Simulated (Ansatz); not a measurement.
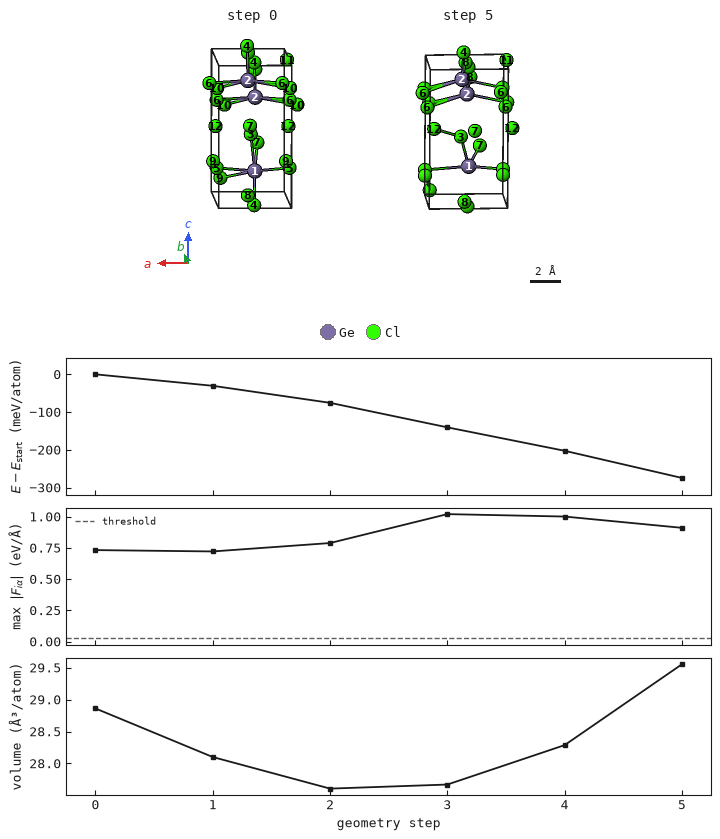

First and last geometry of a relaxation of crystalline GeCl$_{5}$ (a generated structure, set up in P1) (coarse preliminary run), with the history of the run. A ball-and-stick model of the cell of the calculation, seen from a free direction.

Method: DFT PBE, scalar-relativistic, plane waves, PAW in Ansatz. (plane-wave cutoff 420 eV; k-point mesh 4 × 4 × 2; occupations gaussian; smearing width 0.2 eV; no spin polarisation; cell and atoms relaxed; force threshold 0.025 eV/Å; at most 60 steps)

> Read the history and describe the run.

The run was cut off at its time limit before the relaxation converged, so the last structure is only a point on the way. The atom that moves furthest relative to the cell is Cl9 (0.81 Å roughly along −c). By element the largest moves are Cl 0.81 Å, Ge 0.50 Å. The volume changes by +2.4 %, with a 5.021 → 5.393 Å (+7.4 %), b 6.913 → 6.742 Å (−2.5 %), c 9.980 → 9.772 Å (−2.1 %), α 90.9° → 92.9°, β 89.4° → 90.0°, γ 89.6° → 92.2°. Some distances before and after: Cl9–Cl11 3.260 → 2.337 Å, Cl6–Cl10 2.766 → 2.052 Å, Ge1–Cl4 2.861 → 3.556 Å, Cl3–Cl12 2.957 → 2.361 Å. New bonds form, among them: Cl3–Cl12 (2.96 → 2.36 Å), Cl6–Cl10 (2.77 → 2.05 Å), Cl9–Cl11 (3.26 → 2.34 Å). Among the angles between lasting bonds that change: Cl4–Ge2–Cl8 64.2° → 93.1°, Cl3–Ge1–Cl5 81.4° → 92.3°. The space group stays P1 (No. 1). After 5 geometry steps the energy has fallen by 274 meV per atom. The largest force component goes from 0.73 to 0.91 eV/Å. The pressure goes from −1.09 to 1.93 GPa.

Limits of the set-up: layers or molecules are held without a dispersion correction, so their spacing is unreliable.
